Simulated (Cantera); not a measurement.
A closed system holds: 1 mol Si3N4, 0.13 mol C, 0.046 mol H2, at 36.0 Pa.

Method: chemical equilibrium by Gibbs-energy minimisation in Cantera with the NASA 1993 tables (ideal gas, pure condensed phases). Candidate condensed phases: C, C6H6, C7H8, C8H18, Si, SiC, Si3N4; 105 gas species. Mutual solubility and eutectic melting of coexisting phases are not modelled. The tables' values for SiN are old estimates; treat these amounts as uncertain. Equilibrium is a limit: real reactors are often held back by kinetics, nucleation or transport.

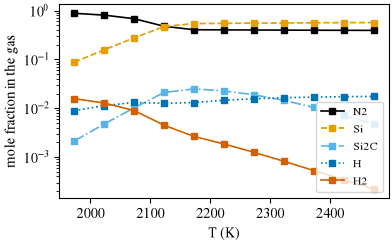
*Equilibrium gas composition (values under 1e-9 drawn at 1e-9)*

Question: Read off the mole fractions at 2173 K.

Answer: Si about 0.54, N2 about 0.41, Si2C about 0.025, H about 0.013, H2 about 0.0026.
